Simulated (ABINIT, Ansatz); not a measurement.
# A GW chain in ABINIT: Rb2Pd (Fm-3m), part 3 of 3

Aim: the G0W0 gap of Rb2Pd (Fm-3m) on PBEsol, step by step.

ABINIT 10.8.3; PBEsol and many-body steps on it, plane waves. Known limits of the many-body steps: not at the basis limit; no spin polarisation; d states lean on the start; no spin-orbit coupling; coarse k mesh.

So far. Step 4 (Empty states on the mesh, 2×2×2 mesh, 94 bands): On this mesh the gap is 0.859 eV. Step 5 (Screening, 2×2×2 mesh, 86 bands, screening to 98 eV): Local fields lower ε∞ by 32 %. On a Γ-centred mesh this coarse the value itself is usually too large, while a short band sum pulls it down.

In doubt: a PseudoDojo file used here is known to give poor structures and forces, which bears on pressures, cells, forces and phonons.

**6. Self-energy, 2×2×2 mesh, 86 bands, screening to 98 eV**

The self-energy is evaluated for the states that the input lists, and the levels follow from it, in one-shot runs by the linearised quasiparticle equation.

This step: G0W0 on PBEsol, plane waves, norm-conserving pseudopotentials.

run.abi reads:

```
acell 3*1.0 Angstrom
rprim 
  -0.000000000000 4.123218000000 4.123218000000
  4.123218000000 0.000000000000 4.123218000000
  4.123218000000 4.123218000000 0.000000000000
ntypat 2
znucl 37 46
natom 3
typat 1 1 2
xred 
  0.250000000000 0.250000000000 0.250000000000
  0.750000000000 0.750000000000 0.750000000000
  0.000000000000 0.000000000000 0.000000000000
pp_dirpath "pseudos"
pseudos "Rb.upf, Pd.upf"
ecut 37
ngkpt 2 2 2
nshiftk 1
shiftk 0 0 0
kptopt 1
chksymbreak 0
istwfk *1
occopt 1
irdwfk 1
optdriver 4
nband 86
gwcalctyp 0
ecutsigx 37
symsigma 1
nkptgw 3
kptgw 
  0.5000000000 0.5000000000 0.0000000000
  0.5000000000 0.0000000000 0.0000000000
  0.0000000000 0.0000000000 0.0000000000
bdgw 
  17 20
  16 21
  16 21
ecuteps 3.6
irdscr 1
ppmodel 1
indata_prefix "in"
outdata_prefix "out"
tmpdata_prefix "tmp"
```

On the command line:

```sh
OMP_NUM_THREADS=1 mpirun -n 4 abinit run.abi > log
```

Numbers of over 12 decimals in the logs are rounded to 6 here.

Output:

```text
.Version 10.8.3 of ABINIT. v10.8.2 released Aug 2026.

 Symmetries : space group Fm -3 m (#225); Bravais cF (face-center cubic)
[... echo of the input left out ...]
== DATASET  1 ==================================================================
-   mpi_nproc: 4, omp_nthreads: 1 (-1 if OMP is not activated)

--- !DatasetInfo
iteration_state: {dtset: 1, }
dimensions: {natom: 3, nkpt: 3, mband: 86, nsppol: 1, nspinor: 1, nspden: 1, mpw: 10200, }
cutoff_energies: {ecut:  37.0, pawecutdg:  -1.0, }
electrons: {nelect:   3.60000000E+01, charge:   0.00000000E+00, occopt:   1.00000000E+00, tsmear:   1.00000000E-02, }

 SIGMA: Calculation of the GW corrections

 Based on a program developped by R.W. Godby, V. Olevano, G. Onida, and L. Reining.
 Incorporated in ABINIT by V. Olevano, G.-M. Rignanese, and M. Torrent.
.Using double precision arithmetic ; gwpc =  8

[... cell and pseudopotentials left out ...]
--------------------------------------------------------------------------------

 ==== K-mesh for the wavefunctions ====
 Number of points in the irreducible wedge :     3
[... list of points left out ...]
 Together with 48 symmetry operations and time-reversal symmetry
 yields     8 points in the full Brillouin Zone.

 ==== Q-mesh for screening function ====
 Number of points in the irreducible wedge :     3
[... list of points left out ...]
 Together with 48 symmetry operations and time-reversal symmetry
 yields     8 points in the full Brillouin Zone.

 vcoul_init : cutoff-mode = AUXILIARY_FUNCTION
 q-points for optical limit:   1
     1)      0.000010    0.000020    0.000030
 setmesh: FFT mesh size selected  =    64x   64x   64
          total number of points  =       262144

 Number of electrons calculated from density =   36.0000; Expected =   36.0000
 average of density, n =  0.038051
 r_s =    1.8444
 omega_plasma =   18.8165 [eV]

 === KS Band Gaps ===
  >>>> For spin  1
   Minimum direct gap =   0.8896 [eV], located at k-point      :   0.5000  0.5000  0.0000
   Fundamental gap    =   0.8589 [eV], Top of valence bands at :   0.5000  0.5000  0.0000
                                       Bottom of conduction at :   0.5000  0.0000  0.0000
 SIGMA fundamental parameters:
 PLASMON POLE MODEL  1
 number of plane-waves for SigmaX                10081
 number of plane-waves for SigmaC and W            331
 number of plane-waves for wavefunctions         10081
 number of bands                                    86
 number of independent spin polarizations            1
 number of spinorial components                      1
 number of k-points in IBZ                           3
 number of q-points in IBZ                           3
 number of symmetry operations                      48
 number of k-points in BZ                            8
 number of q-points in BZ                            8
 number of frequencies for dSigma/dE                 9
 frequency step for dSigma/dE [eV]                0.25
 number of omega for Sigma on real axis              0
 max omega for Sigma on real axis  [eV]           0.00
 zcut for avoiding poles [eV]                     0.10

 EPSILON^-1 parameters (SCR file):
 dimension of the eps^-1 matrix on file            331
 dimension of the eps^-1 matrix used               331
 number of plane-waves for wavefunctions         10081
 number of bands                                    86
 number of q-points in IBZ                           3
 number of frequencies                               2
 number of real frequencies                          1
 number of imag frequencies                          1

 matrix elements of self-energy operator (all in [eV])

 Perturbative Calculation

--- !SelfEnergy_ee
iteration_state: {dtset: 1, }
kpoint     : [   0.500,    0.500,    0.000, ]
spin       : 1
KS_gap     :    0.890
QP_gap     :    1.665
Delta_QP_KS:    0.775
data: !SigmaeeData |
     Band     E0 <VxcDFT>   SigX SigC(E0)      Z dSigC/dE  Sig(E)    E-E0       E
       17   0.844 -21.418 -26.331   5.119   0.696  -0.437 -21.274   0.143   0.987
       18   1.335  -9.673 -10.318   0.353   0.766  -0.306  -9.896  -0.224   1.112
       19   2.225  -6.868  -3.364  -2.804   0.787  -0.271  -6.317   0.551   2.776
       20   3.809  -7.522  -4.450  -2.832   0.785  -0.273  -7.334   0.188   3.997

--- !SelfEnergy_ee
iteration_state: {dtset: 1, }
kpoint     : [   0.500,    0.000,    0.000, ]
spin       : 1
KS_gap     :    1.190
QP_gap     :    1.642
Delta_QP_KS:    0.452
data: !SigmaeeData |
     Band     E0 <VxcDFT>   SigX SigC(E0)      Z dSigC/dE  Sig(E)    E-E0       E
       16   0.813 -21.358 -26.412   5.233   0.696  -0.437 -21.233   0.124   0.938
       17   0.813 -21.358 -26.412   5.233   0.696  -0.437 -21.233   0.124   0.938
       18   1.004 -13.070 -15.087   1.847   0.744  -0.343 -13.196  -0.126   0.879
       19   2.194  -6.255  -3.035  -2.807   0.791  -0.265  -5.929   0.326   2.520
       20   4.586  -8.161  -4.103  -2.946   0.780  -0.282  -7.294   0.867   5.453
       21   4.586  -8.161  -4.103  -2.946   0.780  -0.282  -7.294   0.867   5.453

--- !SelfEnergy_ee
iteration_state: {dtset: 1, }
kpoint     : [   0.000,    0.000,    0.000, ]
spin       : 1
KS_gap     :    3.013
QP_gap     :    3.636
Delta_QP_KS:    0.623
data: !SigmaeeData |
     Band     E0 <VxcDFT>   SigX SigC(E0)      Z dSigC/dE  Sig(E)    E-E0       E
       16   0.839 -21.484 -26.554   5.255   0.696  -0.437 -21.356   0.128   0.968
       17   0.839 -21.484 -26.554   5.255   0.696  -0.437 -21.356   0.128   0.968
       18   0.839 -21.484 -26.554   5.255   0.696  -0.437 -21.356   0.128   0.968
       19   3.852  -7.445  -3.579  -2.910   0.787  -0.271  -6.693   0.752   4.604
       20   3.852  -7.445  -3.579  -2.910   0.787  -0.271  -6.693   0.752   4.604
       21   3.852  -7.445  -3.579  -2.910   0.787  -0.271  -6.693   0.752   4.604

 New Fermi energy :        6.673534E-02 Ha ,    1.815961E+00 eV

 === QP Band Gaps ===
  >>>> For spin  1
   Minimum direct gap =   1.6415 [eV], located at k-point      :   0.5000  0.0000  0.0000
   Fundamental gap    =   1.4083 [eV], Top of valence bands at :   0.5000  0.5000  0.0000
                                       Bottom of conduction at :   0.5000  0.0000  0.0000

== END DATASET(S) ==============================================================
================================================================================

 -outvars: echo values of variables after computation  --------
           etotal      0.0000000000E+00
            nband          86
             nkpt           3
          spgroup         225
 [... the other variables as echoed above ...]

 Calculation completed.
```

The job ended after 20 s (4 MPI ranks of Arm Neoverse N1, shared host; peak memory 1.3 GiB).

This step gave:

| Item | Value |
| --- | --- |
| G0W0 gap on the points computed | 1.408 eV |
| starting gap on the mesh | 0.8591 eV |
| k of the valence top | 0.5, 0.5, 0 |
| k of the conduction bottom | 0.5, 0, 0 |
| Z at the valence top | 0.766 |
| Z at the conduction bottom | 0.791 |
| least direct G0W0 gap on the computed points | 1.582 eV |

The gap on the mesh goes from 0.86 eV to 1.41 eV, a correction of +0.55 eV.

Limits: finite bands, cutoff and mesh; no spin polarisation; d states lean on the start; no spin-orbit coupling; coarse k mesh. v1 is the top filled band, c1 the lowest empty one. The levels before and after the correction (eV, zero at the valence-band top of each column):

|  | conduction bottom | valence top |
| --- | --- | --- |
| Kohn-Sham | 0.86 | 0.00 |
| G0W0 | 1.41 | 0.00 |

|  | level | energy (eV) |
| --- | --- | --- |
| Kohn-Sham | (0.5 0.5 0) v2 | -0.491 |
| Kohn-Sham | (0.5 0.5 0) v1 | 0.000 |
| Kohn-Sham | (0.5 0.5 0) c1 | 0.890 |
| Kohn-Sham | (0.5 0.5 0) c2 | 2.474 |
| Kohn-Sham | (0.5 0 0) v3-v2 | -0.522 |
| Kohn-Sham | (0.5 0 0) v1 | -0.331 |
| Kohn-Sham | (0.5 0 0) c1 | 0.859 |
| Kohn-Sham | (0.5 0 0) c2-c3 | 3.251 |
| G0W0 | (0.5 0.5 0) v2 | -0.125 |
| G0W0 | (0.5 0.5 0) v1 | 0.000 |
| G0W0 | (0.5 0.5 0) c1 | 1.664 |
| G0W0 | (0.5 0.5 0) c2 | 2.885 |
| G0W0 | (0.5 0 0) v3-v2 | -0.174 |
| G0W0 | (0.5 0 0) v1 | -0.233 |
| G0W0 | (0.5 0 0) c1 | 1.408 |
| G0W0 | (0.5 0 0) c2-c3 | 4.341 |

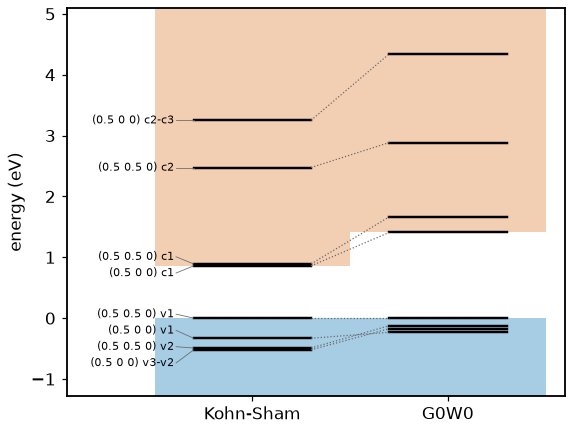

Levels before and after the correction. Shaded: valence and conduction bands.

**7. Where the time went**

Times are wall times on 4 MPI ranks of Arm Neoverse N1, shared host, good to a factor of about two.

| step | time | share | memory (GiB) |
| --- | --- | --- | --- |
| ground state | 56 s | 24 % | 0.59 |
| bands along the symmetry lines | 94 s | 40 % | 0.53 |
| empty states on the mesh | 45 s | 19 % | 0.4 |
| screening | 18 s | 8 % | 1.1 |
| self-energy | 20 s | 9 % | 1.3 |

**8. Outcome**

- PBEsol gap: 0.86 eV, indirect (only 35 meV under the direct gap)
- G0W0 gap on the mesh: 1.41 eV
- GW settings: 2×2×2 mesh, 86 bands, screening to 98 eV, Godby-Needs plasmon pole
- known limits: not at the basis limit; no spin polarisation; d states lean on the start; no spin-orbit coupling; coarse k mesh

In words: G0W0 moves the gap on the mesh from 0.86 eV to 1.41 eV (+0.55 eV), with Z of 0.77 and 0.79 at the edges. Local fields lower the RPA ε∞ on this mesh from 32.02 to 21.81; a Γ-centred mesh this coarse tends to raise both, most where the direct gap is narrow, while a short band sum lowers them. The dearest step here is «bands along the symmetry lines». Bands and cutoff are finite, so the gap is not at the basis limit. The miss can reach some tenths of an eV and take either sign; the mesh is an error of its own. The 2×2×2 mesh is coarse for this cell, which bears on the long-range parts of exchange and screening. The runs have no spin polarisation. For a closed low-spin shell that is the natural state; where a d or f shell is open it is a constraint, and the gap is then not the crystal's own. With d states at the gap, one-shot GW leans hard on its start. The many-body steps are scalar-relativistic: spin-orbit coupling is not in them.

[Paths, hosts, dates, memory and timing lines, banners, echoed tables and standing remarks are left out of the program output.]

[Logs are printed without paths, hosts, clocks, repeated set-up lines and the standing remarks that a program may print on its own settings, such as how far it seeks lower states.]

[Runs of the session that timed out or met a known fault of the program may be left out.]

[Hosts, paths, dates, database ids (printed as entryN), source tags and the programs' standing remarks are cut or masked in the printed files.]

[G0W0 gaps are taken among the corrected bands and points alone; a level outside them can change the order at an edge.]

[Where Ansatz stands beside ABINIT at settings called matched, ABINIT's density can come from a denser mesh and the files from another edition; pairs whose starting gaps differed by over 0.03 eV were left out, so agreement reads better than it is.]
